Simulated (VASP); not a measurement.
Band structure of HgTe (zinc blende). Level of theory: LDA (Ceperley-Alder, Perdew-Zunger), VASP's LDA PAW potentials (set 64) (plane waves; VASP).

Unless said otherwise, spin-orbit coupling is left out, though it shifts the bands of the heavy elements here.

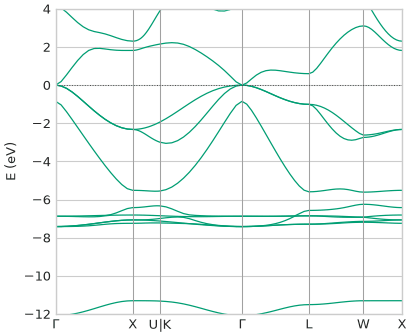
Bands along high-symmetry lines, zero at the valence-band maximum or, without a gap, the Fermi level

Question: Read the plot: is there a gap, and where are the band edges?

Answer: It has no gap at this level: it comes out as a metal or semimetal. (Edges off the drawn lines would not show.)

The compound is HgTe in the zinc blende structure. It was relaxed first.
